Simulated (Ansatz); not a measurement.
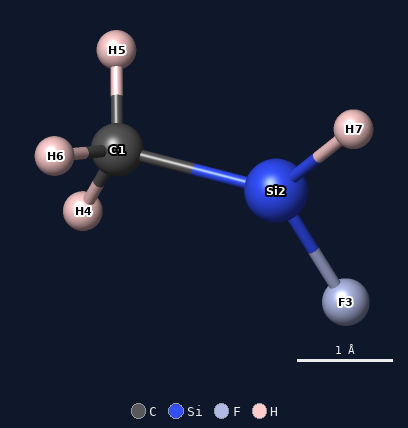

Figure 1. The input geometry (ball-and-stick view, seen at a tilt; atoms are numbered from 1 in the order of the input).

## Single-point calculation of CH$_{4}$FSi (charge +1)

CH$_{4}$FSi, charge +1, computed with RKS PBE-D4/def2-TZVPP (Ansatz 0.2.0).

The geometry comes from this level: PBE0-D4/def2-TZVP.

Output:
```
Functional definition: PBE
  name "PBE"
  cite "Perdew, Burke & Ernzerhof, Phys. Rev. Lett. 77, 3865 (1996) doi:10.1103/PhysRevLett.77.3865"
  parent pbe
  parameter kappa = 0.804
  parameter beta = 0.06672455060314922
  exchange = pbe_x(kappa = kappa, mu = beta*pi^2/3)
  correlation = pbe_c(beta = beta)
860 factors; their error is unknown
mean field evaluation 1: about -11663.8335 eV, gradient 1.1e2 eV
mean field evaluation 2: about -11582.7844 eV, gradient 2.2e2 eV
mean field evaluation 4: about -11682.4313 eV, gradient 2.3e1 eV
mean field evaluation 8: about -11683.5045 eV, gradient 2.7e-1 eV
mean field evaluation 16: about -11683.4806 eV, gradient 7.5e-5 eV
mean field -11683.48060443 eV, -429.3599928652 hartree, gradient 7.5e-5 eV, S^2 0.000000; 0 other end points of the search recorded, 0 dependent functions left out
reference -11683.48063792 eV, -429.3599940958 hartree; 16, 16 occupied and 144, 144 virtual orbitals, 860 factors
Total energy: -11683.55999590 eV, -429.3629104480 hartree
```

The run was set up as follows.

Input:
```yaml
crystal:
  periodic: [false, false, false]
  atoms:
    - {symbol: C, position_ang: [-0.704261, 0.401387, -0.252795]}
    - {symbol: Si, position_ang: [0.800116, -0.428289, 0.280751]}
    - {symbol: F, position_ang: [0.772314, -1.937793, 0.605954]}
    - {symbol: H, position_ang: [-1.552709, -0.283895, -0.303834]}
    - {symbol: H, position_ang: [-0.526059, 0.859300, -1.235432]}
    - {symbol: H, position_ang: [-0.920984, 1.222593, 0.444186]}
    - {symbol: H, position_ang: [2.131585, 0.166698, 0.461169]}
basis:
  gaussian: {orbitals: def2-TZVPP}
total_charge: 1
hamiltonian: {xc: pbe, dispersion: d4}
```

Run as:
```bash
ansatz run in.yaml --threads 2 --pin off --events-out ev --progress --plain --max-ram 4352MiB
```

Summary:

```csv
quantity,value
outcome,converged
total energy,−11683.5600 eV
mean-field energy,−11683.4806 eV
dispersion energy,−0.0794 eV
SCF solution under orbital rotations,stable
hardware,"2 threads of Intel Xeon @ 2.50GHz, 11 GiB of memory available, shared host"
wall time,2.7 s (CPU time 4 s)
peak memory,0.17 GiB
```
